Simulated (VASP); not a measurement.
Band structure of Si$_{2}$Ni (space group Fm-3m). Level of theory: PBE GGA, VASP's PBE PAW potentials (set 64) (plane waves; VASP).

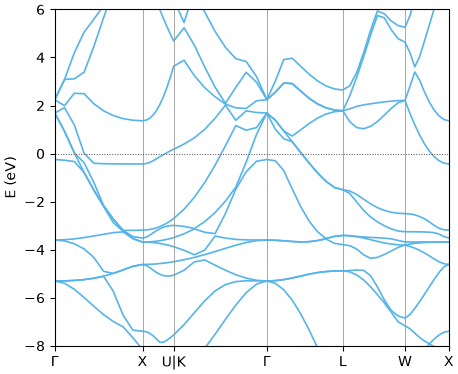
Figure: Bands along high-symmetry lines, zero at the valence-band maximum or, without a gap, the Fermi level

**Question.** Read the plot: is there a gap, and where are the band edges?

**Answer.** It has no gap at this level: it comes out as a metal or semimetal.

The structure comes from a computed database's Si2Ni entry (Fm-3m); how it stands against other phases isn't given here. The cell was not relaxed at this level. The run is not spin-polarised, so no magnetic state was tried.
